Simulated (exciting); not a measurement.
ZnGeO3, space group R-3, Zn K edge of atom 3, with 3 O at 2.02 Å and 3 O at 2.34 Å (6-fold, site symmetry 3); the tensor is averaged over the atoms equivalent by symmetry. Method: exciting, all-electron LAPW+lo, LDA, exchange and screened direct term (singlet BSE), 3×3×3 shifted k points, 36 conduction bands, |G+q| up to 3 bohr⁻¹, full RPA screening with nempty = 66, Lorentzian half width 0.83 eV.

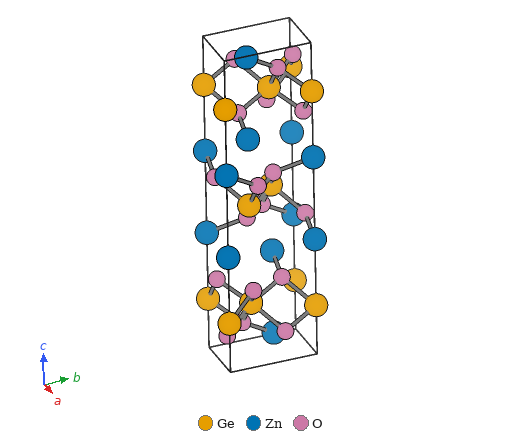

The structure (germanium orange, zinc blue, oxygen pink). Bonds to atoms that aren't drawn are left out. Some periodic images of atoms are drawn too.

```xyz
10
Lattice="2.5227 1.4565 4.6942 -2.5227 1.4565 4.6942 0.0000 -2.9129 4.6942" Properties=species:S:1:pos:R:3 pbc="T T T"
Ge    0.0000    0.0000   11.8808
Ge    0.0000    0.0000    2.2018
Zn    0.0000    0.0000    8.8950
Zn    0.0000    0.0000    5.1876
O    -1.8654    0.0669    8.1151
O     0.8747   -1.6489    8.1151
O     0.9906    1.5820    8.1151
O    -0.8747    1.6489    5.9675
O     1.8654   -0.0669    5.9675
O    -0.9906   -1.5820    5.9675
```

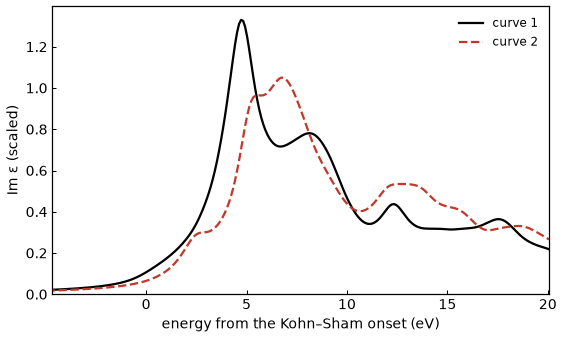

Energy from the Kohn–Sham onset, core level to the lowest empty state found on the meshes used; scaled to the maximum of the polarisation mean.

**Question.** The curves are the diagonal elements of Im ε for ε ∥ c and ⊥ c. Which is which?

Curve 1: ε ∥ c, maxima 4.7 eV (1.33), 8.1 eV (0.78) and 12.3 eV (0.44); 1 lower ones aren't listed. Curve 2: ε ⊥ c, maxima 6.7 eV (1.05), 12.7 eV (0.53) and 18.6 eV (0.33). A K edge probes the empty p states along ε, which follow the bonds' lengths and directions.

[Banner, clock and machine lines of the logs are left out without a mark of their own.]

[Logs are printed without paths, hosts, clocks, repeated set-up lines and the standing remarks that a program may print on its own settings, such as how far it seeks lower states.]

[Hosts, paths, dates, database ids (printed as entryN), source tags and the programs' standing remarks are cut or masked in the printed files.]
